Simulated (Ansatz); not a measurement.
Consider GaS$_{5}$.

The calculation's input:

```
crystal:
  lattice:
    - [3.4991214164, -3.4996477924, 0.0]
    - [3.4991214164, 3.4996477924, 0.0]
    - [0.0, 0.0, 4.8900700712]
  atoms:
    - { symbol: Ga, position: [0.0, 0.0, 0.0] }
    - { symbol: S, position: [0.0, 0.5, 0.5] }
    - { symbol: S, position: [0.5, 0.0, 0.5] }
    - { symbol: S, position: [0.0, 0.5, 0.0] }
    - { symbol: S, position: [0.5, 0.0, 0.0] }
    - { symbol: S, position: [0.0, 0.0, 0.5] }
basis:
  ecutwfc: 420
kpoints:
  mp_grid: { grid: [6, 6, 6] }
hamiltonian:
  xc: pbe
scf:
  occupations: { method: gaussian, width: 0.1 }
output:
  forces: true
  stress: true
  eigenvalues: true
  write_density: true
  write_potential: true
  elf: true
  volumetric_format: npy
relax:
  adjacent_minimum: "off"
  f_tol: 0.01
  max_steps: 80
  cell: { stress_tol: 0.05 }
```

Launched as:

```sh
ansatz run input.yaml --threads 1 --pin off --max-ram 2560MiB --backend cpu --events-out ev --progress --plain --runs-dir out
```

Below, planes, directions and counts refer to the conventional cell (a = 4.96 Å, b = 4.96 Å, c = 4.88 Å, α = 90.00°, β = 90.00°, γ = 90.00°).

The fields are those of the relaxed geometry.

Space group P4/mmm; a generated structure, not necessarily the stable one; computed without spin polarisation.

The calculation used DFT PBE, scalar-relativistic, plane waves, PAW in Ansatz 0.2.0.

What will maps of the valence pseudo-density and electron localisation function show?

Ga–S (2.44 Å): the density is about 0.44 e/Å³ at the midpoint; the ELF peaks at about 0.90 in the valence shell of S, 0.8 Å from its nucleus, and is about 0.60 at the midpoint.
Ga–S (2.48 Å): ρ at the midpoint is about 0.4 e/Å³; the ELF peaks at about 0.90 in the valence shell of S, 0.8 Å from its nucleus, and is about 0.60 at the midpoint.

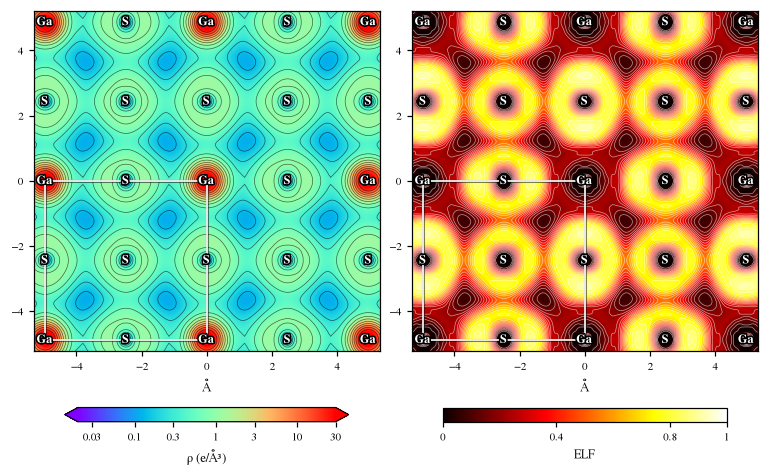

Computed valence pseudo-density and electron localisation function on the (100) plane of the conventional cell, in this order. 

Core electrons are frozen (PAW), and the valence fields are smoothed inside the atomic spheres.
